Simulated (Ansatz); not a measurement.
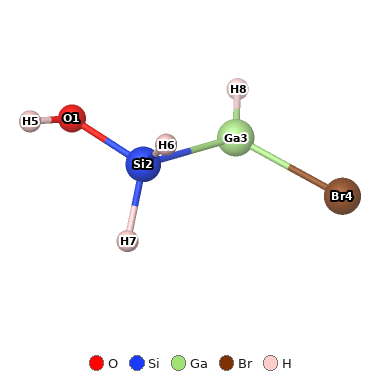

The system is BrGaH₄OSi (SMILES O[SiH2][GaH][Br]) with the probe Cl-; the picture shows it without the atoms that are moved over the map. The probe is moved over a plane parallel to the molecule's main plane, 4.30 Å above it. The first coordinate is: x of the probe's Cl atom; the second: y of the probe's Cl atom. Nothing is relaxed (molecule and probe rigid). The grid has 19 × 15 points. Points are written as (first, second). Energies are in kJ/mol, from the lowest grid point. Computed with RHF/def2-SVPD (Ansatz).

Range: x of the probe's Cl atom from −4.5 to 4.5 Å; y of the probe's Cl atom from −3.5 to 3.5 Å.

Predict the map.

Answer. The lowest grid point is at (0.0 Å, −0.5 Å) [nearest 1 H at 3.91 Å]. No other kind of well shows on this grid. The highest grid point, (−4.5 Å, 2.0 Å), lies 45.9 kJ/mol above the lowest. Near the minimum the curvatures are about 0.089 and 0.11 eV/Å² along the soft and the stiff direction.

| y of the probe's Cl atom ↓, x of the probe's Cl atom → | −4.0 | −3.0 | −2.0 | −1.0 | 0.0 | 1.0 | 2.0 | 3.0 | 4.0 |
| --- | --- | --- | --- | --- | --- | --- | --- | --- | --- |
| 3.5 | 44.5 | 41.7 | 37.4 | 32.4 | 27.7 | 24.3 | 22.2 | 21.3 | 21.4 |
| 3.0 | 44.6 | 41.4 | 36.3 | 30.4 | 25.3 | 22.0 | 20.0 | 19.3 | 19.7 |
| 2.5 | 44.7 | 40.8 | 34.7 | 27.8 | 22.6 | 19.7 | 18.1 | 17.6 | 18.2 |
| 2.0 | 44.6 | 40.1 | 32.7 | 24.6 | 19.3 | 17.3 | 16.3 | 16.2 | 17.1 |
| 1.5 | 44.3 | 38.9 | 30.0 | 20.6 | 15.4 | 14.6 | 14.7 | 15.2 | 16.5 |
| 1.0 | 43.8 | 37.5 | 26.9 | 16.0 | 10.9 | 11.5 | 13.3 | 14.8 | 16.4 |
| 0.5 | 43.1 | 35.6 | 23.3 | 11.2 | 6.2 | 8.2 | 12.1 | 15.1 | 17.0 |
| 0.0 | 42.1 | 33.6 | 20.0 | 6.9 | 2.2 | 5.7 | 11.5 | 15.9 | 18.2 |
| −0.5 | 41.0 | 31.7 | 17.3 | 4.2 | 0.0 | 4.5 | 11.9 | 17.3 | 19.8 |
| −1.0 | 39.9 | 30.3 | 16.1 | 3.6 | 0.1 | 5.2 | 13.2 | 19.0 | 21.7 |
| −1.5 | 39.0 | 29.6 | 16.5 | 5.4 | 2.4 | 7.5 | 15.3 | 21.0 | 23.6 |
| −2.0 | 38.5 | 29.8 | 18.4 | 9.0 | 6.5 | 10.9 | 17.8 | 23.0 | 25.4 |
| −2.5 | 38.3 | 30.7 | 21.2 | 13.5 | 11.4 | 14.9 | 20.5 | 24.9 | 27.0 |
| −3.0 | 38.3 | 31.9 | 24.3 | 18.2 | 16.5 | 18.9 | 23.2 | 26.7 | 28.5 |
| −3.5 | 38.5 | 33.2 | 27.2 | 22.5 | 21.0 | 22.6 | 25.7 | 28.3 | 29.8 |

The table holds every second grid line.

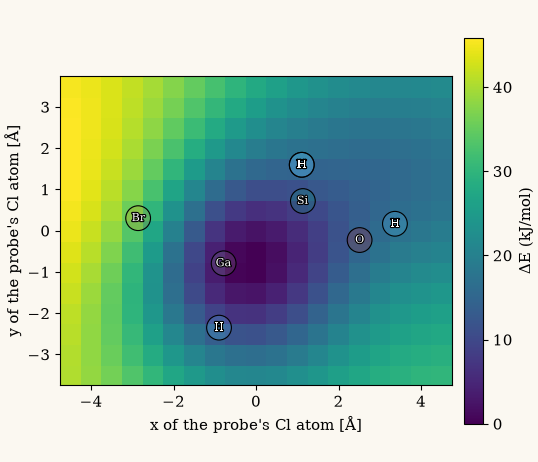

Drawn: one coloured cell a grid point, labelled circles for the molecule's atoms, projected on the plane.

Each point was launched as `ansatz run input.yaml --threads 1 --pin off --max-ram 2560MiB --backend cpu --events-out ev --progress --plain --runs-dir out`. Time for the 285 points that were run: 25 min on 1 thread of AMD EPYC 9R45 (Zen 5) (shared host).
